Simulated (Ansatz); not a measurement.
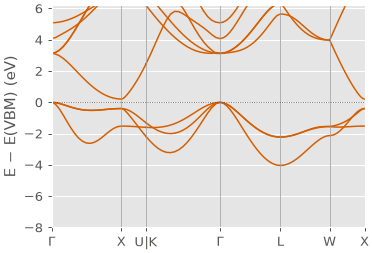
Figure. Band structure from PBE in the plane-wave PAW code Ansatz

Q: Read off the gap and where the band edges lie.

A: About 0.2 eV (0.21 eV by a search for the band edges); maximum at Γ, minimum at X.

The material is YN (rock salt, Fm-3m).

The PBE relaxation kept the symmetry of its start. The run is not spin-polarised. Spin–orbit coupling is left out wherever it is not named.

Potentials: the later of the program's two PAW sets.
